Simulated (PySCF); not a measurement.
**C₃H₉OSi (SMILES C[Si](C)CO) (doublet): density, localisation and related maps**

```xyz
14

C    -1.4375   -1.4069    0.1832
Si   -0.1603   -0.1658    0.8607
C    -0.7437    1.6354    0.6506
C     1.5293   -0.4033   -0.0369
O     2.4946    0.5475    0.3926
H    -1.6171   -1.2381   -0.8779
H    -2.3880   -1.3058    0.6975
H    -1.1057   -2.4339    0.3018
H    -1.0331    1.8226   -0.3829
H    -1.6009    1.8578    1.2791
H     0.0478    2.3346    0.9021
H     1.4109   -0.2172   -1.1079
H     1.9250   -1.4208    0.0715
H     2.6783    0.3934    1.3243
```

Geometry: GFN2-xTB.

Level of theory: PySCF, UKS B3LYP, pcH-1 on C H O Si, non-relativistic, mean-field spin-orbit, GIAO.

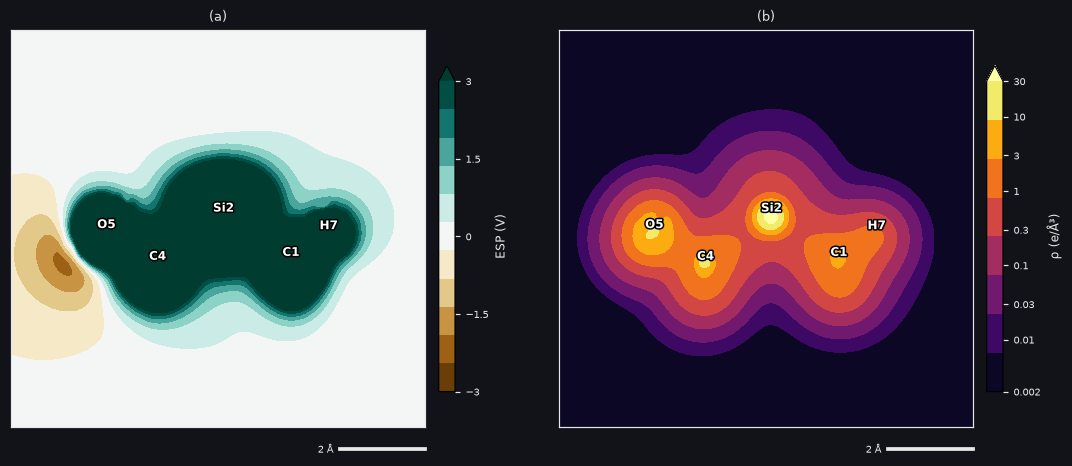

Figure 1. (a) molecular electrostatic potential; (b) total electron density on the plane of atoms Si2, C4 and O5.

### What does the map show?

The plane passes through C, Si, O and H nuclei.
C–O (1.42 Å): ρ is about 1.7 e/Å³ halfway.
C–Si (1.91 Å): ρ is about 0.69 e/Å³ halfway.
C–H (1.09 Å): ρ is about 1.4 e/Å³ halfway.
Outside the dense part of the molecule the potential is most negative (−2.1 V) near O5.

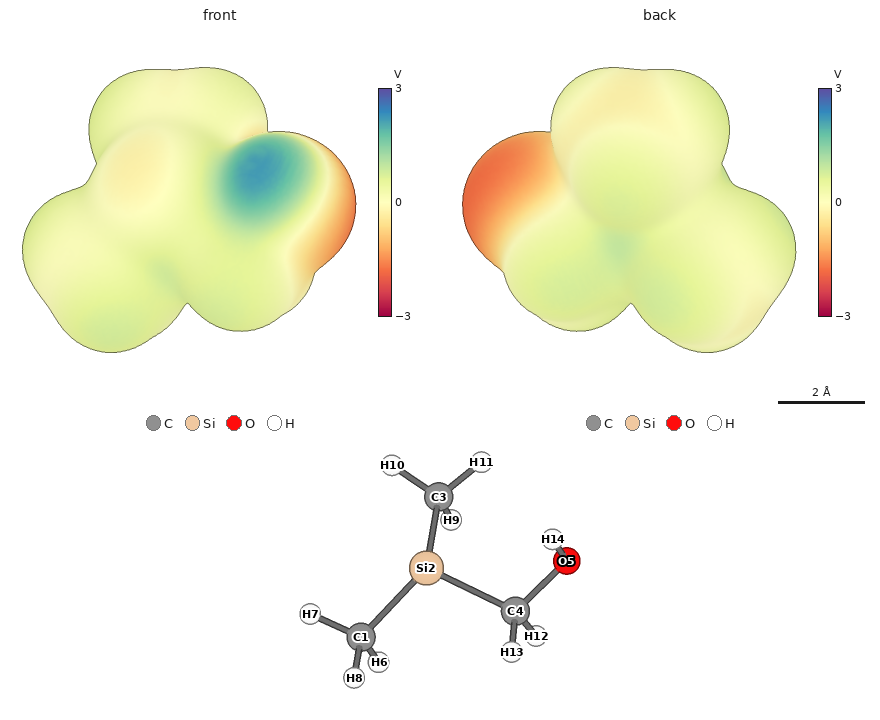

Figure 2. The electrostatic potential painted on the density surface at 0.002 e/bohr³, seen from the front and from behind; red is negative and blue positive. The bare structure is drawn below in the same view.

### Where is the surface potential most negative and most positive?

The most negative region (about −1.8 V) lies over O5, the most positive (about +2.1 V) over H14. O5 is the likeliest acceptor of a hydrogen bond.
